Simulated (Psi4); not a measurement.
**PH3 (phosphine) at wB97M-V/6-31G(d) (spherical functions, sweep point 6)**

Aim: the vertical ionisation energy of PH3 (phosphine) at wB97M-V/6-31G* (spherical functions, sweep point 6), from 2 runs. 

The results are computed with Psi4 1.11.

4 further runs of the same task are left out: 4 set aside as unsound or not needed.

## 1. The system as given

The species is PH3 (4 atoms), meant as a singlet with charge 0. SMILES: `P`. The shape is that of a PBE0-D4/def2-TZVP optimisation.

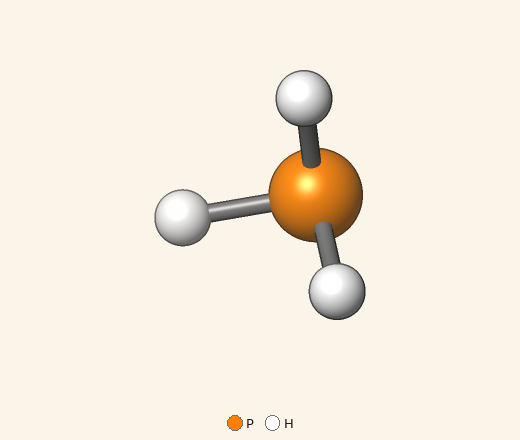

The structure, seen from a chosen angle (phosphorus orange, hydrogen white).

## 2. The energy at wB97M-V/6-31G(d) (spherical functions, sweep point 6)

Input file job.dat:

```
memory 1.6 GB

molecule m {
  0 1
  P      0.346000    -0.326500    -0.332800
  H      0.630900    -0.034000     1.027000
  H     -1.005500    -0.663000    -0.057200
  H      0.028700     1.023500    -0.636900
  symmetry c1
}

set reference rks
set puream true
set scf_type pk
set dft_radial_points 99
set dft_spherical_points 590

e, wfn = energy('wb97m-v/6-31G*', return_wfn=True)
```

On the command line:

```console
$ psi4 -i job.dat -o job.out -n 1
```

job.out:

```text
[...]
  Running in c1 symmetry.
[...]
  Nuclear repulsion =   17.542621841641523
[...]
  Multiplicity = 1
[...]
  Nalpha       = 9
  Nbeta        = 9
[...]
    Number of basis functions: 24
[...]
   @RKS iter   1:  -343.05341206973492   -3.19944e-01   6.95762e-03 ADIIS/DIIS
[...]
   @RKS iter   6:  -343.07844239988901   -2.62215e-08   9.07648e-07 DIIS
[...]
    Orbital Energies [Eh]
    ---------------------
    Doubly Occupied:
       1A    -77.359502     2A     -6.718747     3A     -4.830329
       4A     -4.830329     5A     -4.826328     6A     -0.762121
       7A     -0.479001     8A     -0.478967     9A     -0.364799
[...]
  @RKS Final Energy:  -343.07844239988901
   => Energetics <=
    Nuclear Repulsion Energy =             17.5426218416415232
    One-Electron Energy =                -508.4593798065309329
    Two-Electron Energy =                 166.1722388902535386
    DFT Exchange-Correlation Energy =     -18.4093604137257536
    Empirical Dispersion Energy =           0.0000000000000000
    VV10 Nonlocal Energy =                  0.0754370884726399
    Total Energy =                       -343.0784423998890134
[...]
 Multipole Moments:
 ------------------------------------------------------------------------------------
     Multipole            Electronic (a.u.)      Nuclear  (a.u.)        Total (a.u.)
 ------------------------------------------------------------------------------------
 L = 1.  Multiply by 2.5417464519 to convert [e a0] to [Debye]
 Dipole X            :          1.0030308           -1.2197313           -0.2167005
 Dipole Y            :         -0.9465311            1.1510724            0.2045413
 Dipole Z            :         -0.9649897            1.1733711            0.2083815
 Magnitude           :                                                    0.3636195
[...]
```

Run time: 32 s. Hardware: 1 thread of Intel Xeon Platinum 8259CL at 2.50GHz (Skylake/Cascade Lake), shared host; peak memory 0.61 GiB.

## 3. The doublet cation, same level

Input file input.in:

```
memory 1600 mb

molecule system {
  1 2
  P      0.346000    -0.326500    -0.332800
  H      0.630900    -0.034000     1.027000
  H     -1.005500    -0.663000    -0.057200
  H      0.028700     1.023500    -0.636900
  units angstrom
  symmetry c1
}

set {
  basis 6-31G*
  reference uks
  puream true
  scf_type pk
  dft_radial_points 99
  dft_spherical_points 590
  maxiter 150
}

e, wfn = energy("wb97m-v", return_wfn=True)
print_variables()
```

On the command line:

```console
$ psi4 -i input.in -o input.out -n 1
```

input.out:

```text
[...]
  Running in c1 symmetry.
[...]
  Nuclear repulsion =   17.542621841641523
[...]
  Multiplicity = 2
[...]
  Nalpha       = 9
  Nbeta        = 8
[...]
    Number of basis functions: 24
[...]
   @UKS iter   1:  -342.67331861725637    6.01491e-02   5.29372e-03 ADIIS/DIIS
[...]
   @UKS iter   8:  -342.69088229661207   -9.00604e-09   7.70756e-07 DIIS
[...]
   @S^2 Observed:                7.510510986E-01
[...]
    Orbital Energies [Eh]
    ---------------------
    Alpha Occupied:
       1A    -77.722633     2A     -7.079336     3A     -5.196839
       4A     -5.187916     5A     -5.187916     6A     -1.085861
       7A     -0.780596     8A     -0.780558     9A     -0.720716
    Alpha Virtual:
      10A     -0.173783    11A     -0.173762    12A     -0.061722
      13A      0.099400    14A      0.103056    15A      0.103066
      16A      0.206460    17A      0.406866    18A      0.408039
      19A      0.408039    20A      0.469917    21A      0.469921
      22A      0.740103    23A      0.905398    24A      0.905458
[...]
  @UKS Final Energy:  -342.69088229661207
   => Energetics <=
    Nuclear Repulsion Energy =             17.5426218416415232
    One-Electron Energy =                -502.3891570568437714
    Two-Electron Energy =                 160.3476595556983852
    DFT Exchange-Correlation Energy =     -18.2643425576175744
    Empirical Dispersion Energy =           0.0000000000000000
    VV10 Nonlocal Energy =                  0.0723359205092968
    Total Energy =                       -342.6908822966121306
[...]
 Multipole Moments:
 ------------------------------------------------------------------------------------
     Multipole            Electronic (a.u.)      Nuclear  (a.u.)        Total (a.u.)
 ------------------------------------------------------------------------------------
 L = 1.  Multiply by 2.5417464519 to convert [e a0] to [Debye]
 Dipole X            :          1.1026662           -1.2197313           -0.1170651
 Dipole Y            :         -1.0405856            1.1510724            0.1104868
 Dipole Z            :         -1.0607831            1.1733711            0.1125880
 Magnitude           :                                                    0.1964373
[...]
```

It took 43 s on 1 thread of Intel Xeon Platinum 8259CL at 2.50GHz (Skylake/Cascade Lake), shared host; peak memory 0.61 GiB.

## 4. Outcome

Level: wB97M-V/6-31G* (spherical functions, sweep point 6).

| quantity | value |
| --- | --- |
| singlet PH3: total energy | -343.07844 Eh |
| singlet PH3: dipole moment | 0.92 D |
| singlet PH3: HOMO energy | -9.93 eV |
| singlet PH3: LUMO energy | 3.15 eV |
| singlet PH3: HOMO–LUMO gap | 13.08 eV |
| doublet cation: total energy | -342.69088 Eh |
| doublet cation: HOMO energy (highest over α and β) | -19.61 eV |
| doublet cation: LUMO energy (lowest over α and β) | -11.05 eV |
| doublet cation: ⟨S²⟩ | 0.751 |
| vertical ionisation energy (to the doublet cation) | 10.546 eV |

**Reading.** Removing an electron at fixed nuclei costs 10.55 eV (243 kcal/mol). The negative HOMO energy of the first species, 9.93 eV, lies 0.62 eV below that difference.
